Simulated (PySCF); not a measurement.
# What a change does: NMR shielding calculation on CH₆O₃Si

System: CH₆O₃Si, SMILES C[Si](O)(O)O.
Method of run 1: GIAO HF/pcSseg-2 NMR shielding, non-relativistic, gas phase (PySCF 2.14.0).

The geometry comes from this level: PBE0-D3(BJ)/def2-SVP. Text and figures count atoms from 1; the logs count them from 0 in places.

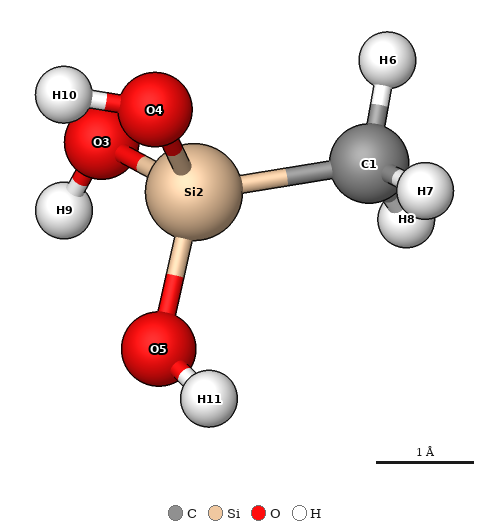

Fig. 1: The input geometry (ball-and-stick view, seen at a tilt; atoms are numbered from 1 in the order of the input). Bond lengths as drawn: C–H 1.10 Å, C–Si 1.85 Å, H–O 0.96 Å and O–Si 1.66 to 1.67 Å.

## Input, run 1
```
{"job": {"kind": "nmr", "xc": "HF", "basis": "pcSseg-2", "pop": false}, "charge": 0, "multiplicity": 1}
C      1.464561    -0.233232    -0.177167
Si    -0.355985     0.082127    -0.048965
O     -1.264773    -0.747995    -1.157908
O     -0.548385     1.705059    -0.312422
O     -0.980395    -0.413043     1.414153
H      1.821044    -0.004832    -1.192942
H      2.027567     0.403627     0.523021
H      1.707066    -1.283539     0.043452
H     -1.789973    -1.463472    -0.788551
H     -1.444603     1.980829    -0.527438
H     -0.527233    -0.105687     2.203728
```

The first line tells a small driver script what to run in PySCF; the rest is the geometry in Å.

Command:
```bash
OMP_NUM_THREADS=1 python <driver script> task.json out
```

Hardware: 1 CPU thread, shared host.

## Output (run 1)
```
final grid: 88992 points
cycle   1  E = -555.0640681360  dE =  4.545e-01  |g| = 8.114e-01  |ddm| = 2.262e+00
cycle   2  E = -555.1584627337  dE = -9.439e-02  |g| = 4.674e-01  |ddm| = 5.785e-01
cycle   3  E = -555.1936771260  dE = -3.521e-02  |g| = 5.801e-02  |ddm| = 2.113e-01
cycle   4  E = -555.1947023666  dE = -1.025e-03  |g| = 1.030e-02  |ddm| = 5.757e-02
cycle   5  E = -555.1947492051  dE = -4.684e-05  |g| = 2.150e-03  |ddm| = 1.539e-02
cycle   6  E = -555.1947518881  dE = -2.683e-06  |g| = 5.749e-04  |ddm| = 4.157e-03
cycle   7  E = -555.1947520499  dE = -1.618e-07  |g| = 2.137e-04  |ddm| = 9.675e-04
cycle   8  E = -555.1947520671  dE = -1.724e-08  |g| = 6.622e-05  |ddm| = 2.978e-04
cycle   9  E = -555.1947520685  dE = -1.333e-09  |g| = 1.801e-05  |ddm| = 6.293e-05
cycle  10  E = -555.1947520686  dE = -1.346e-10  |g| = 4.664e-06  |ddm| = 2.041e-05
converged SCF energy = -555.1947520686

GIAO shielding tensors (ppm)
atom      isotropic    diamagn.    paramagn.     s11        s22        s33       span
  0 C      195.682     242.051     -46.369    192.704    195.910    198.433      5.729
  1 Si     418.918     871.925    -453.007    392.177    408.137    456.439     64.262
  2 O      293.704     387.838     -94.135    265.980    278.870    336.261     70.281
  3 O      281.535     387.882    -106.347    246.964    265.834    331.807     84.843
  4 O      280.363     388.506    -108.143    256.144    265.797    319.148     63.004
  5 H       31.265      29.412       1.853     26.955     28.471     38.370     11.415
  6 H       31.555      30.267       1.288     27.423     28.862     38.380     10.957
  7 H       31.689      30.176       1.513     27.458     28.818     38.791     11.334
  8 H       29.639      31.324      -1.685     21.187     24.339     43.389     22.202
  9 H       29.682      30.922      -1.241     21.641     23.818     43.586     21.944
 10 H       29.884      32.185      -2.302     22.071     24.157     43.423     21.352
```

The input of run 2 differs as follows (lines with − go, lines with + come):
```diff
-"xc": "HF"
+"xc": "BLYP"
```

What does this change do to the results?

The total energies belong to different methods, so their difference says nothing on which is more stable or more accurate. The HOMO goes from −12.57 to −7.11 eV. The LUMO goes from 2.31 to −0.74 eV. The dipole moment goes from 1.51 to 1.37 D. Of all shieldings, the largest change is that of Si2, by −73.2 ppm. The method changes from HF to BLYP. Exact exchange removes part of the self-interaction error of semilocal functionals, which pushes filled and empty levels apart. The SCF takes 15 iterations against 10.

## Output (run 2)
```
coarse grid: 9688 points
cycle   1  E = -556.7319831914  dE =  6.913e-01  |g| = 1.543e+00  |ddm| = 2.393e+00
cycle   2  E = -555.3036530938  dE =  1.428e+00  |g| = 3.068e+00  |ddm| = 3.285e+00
cycle   3  E = -557.1313443434  dE = -1.828e+00  |g| = 2.635e-01  |ddm| = 2.795e+00
cycle   4  E = -557.1401331189  dE = -8.789e-03  |g| = 1.733e-01  |ddm| = 2.648e-01
cycle   5  E = -557.1473976333  dE = -7.265e-03  |g| = 1.704e-02  |ddm| = 1.037e-01
cycle   6  E = -557.1474423311  dE = -4.470e-05  |g| = 9.851e-03  |ddm| = 1.824e-02
cycle   7  E = -557.1474570660  dE = -1.473e-05  |g| = 3.802e-03  |ddm| = 6.924e-03
cycle   8  E = -557.1474594880  dE = -2.422e-06  |g| = 7.754e-04  |ddm| = 2.420e-03
final grid: 88992 points
cycle   9  E = -557.1399341694  dE = -1.064e-04  |g| = 6.460e-03  |ddm| = 3.018e-02
cycle  10  E = -557.1399217209  dE =  1.245e-05  |g| = 9.463e-03  |ddm| = 9.071e-03
cycle  11  E = -557.1399428385  dE = -2.112e-05  |g| = 1.284e-03  |ddm| = 6.159e-03
cycle  12  E = -557.1399430223  dE = -1.838e-07  |g| = 7.447e-04  |ddm| = 1.017e-03
cycle  13  E = -557.1399431197  dE = -9.742e-08  |g| = 1.281e-04  |ddm| = 4.659e-04
cycle  14  E = -557.1399431223  dE = -2.609e-09  |g| = 3.393e-05  |ddm| = 1.097e-04
cycle  15  E = -557.1399431225  dE = -2.174e-10  |g| = 1.409e-05  |ddm| = 3.348e-05
converged SCF energy = -557.1399431225

GIAO shielding tensors (ppm)
atom      isotropic    diamagn.    paramagn.     s11        s22        s33       span
  0 C      180.983     244.140     -63.157    175.819    180.519    186.610     10.791
  1 Si     345.695     875.131    -529.437    321.424    340.343    375.317     53.892
  2 O      267.446     386.111    -118.665    236.928    246.543    318.867     81.939
  3 O      252.172     385.710    -133.538    214.360    232.246    309.911     95.551
  4 O      250.079     386.874    -136.796    217.377    233.144    299.714     82.337
  5 H       30.998      29.864       1.134     27.120     28.684     37.190     10.070
  6 H       31.253      30.727       0.527     27.568     29.060     37.132      9.565
  7 H       31.433      30.664       0.768     27.744     29.061     37.493      9.749
  8 H       29.918      31.922      -2.004     22.462     25.277     42.015     19.553
  9 H       29.954      31.547      -1.593     23.021     24.627     42.214     19.194
 10 H       30.095      32.851      -2.756     23.313     25.113     41.861     18.548
```

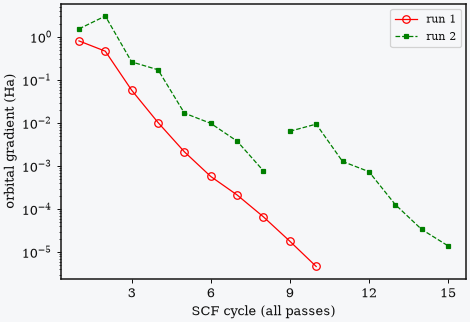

Fig. 2: Convergence of the two runs: orbital gradient against the SCF cycle. A break in a curve parts two SCF passes (coarse and final grid). Run 1 takes 10 cycles in all, and run 2 takes 15.

## The two runs side by side

| quantity | run 1 | run 2 |
| --- | --- | --- |
| outcome | converged | converged |
| total energy (hartree) | −555.194752 | −557.139943 |
| HOMO (eV) | −12.57 | −7.11 |
| LUMO (eV) | 2.31 | −0.74 |
| dipole moment (D) | 1.51 | 1.37 |
| shielding of C1 (ppm) | 195.7 | 181.0 |
| shielding of Si2 (ppm) | 418.9 | 345.7 |
| shielding of O3 (ppm) | 293.7 | 267.4 |
| shielding of O4 (ppm) | 281.5 | 252.2 |
| shielding of O5 (ppm) | 280.4 | 250.1 |
| shielding of H7 (ppm) | 31.6 | 31.3 |
| shielding of H9 (ppm) | 29.6 | 29.9 |
| SCF iterations | 10 | 15 |
| basis functions | 271 | 271 |
| wall time (shared host) | 19 s | 43 s |
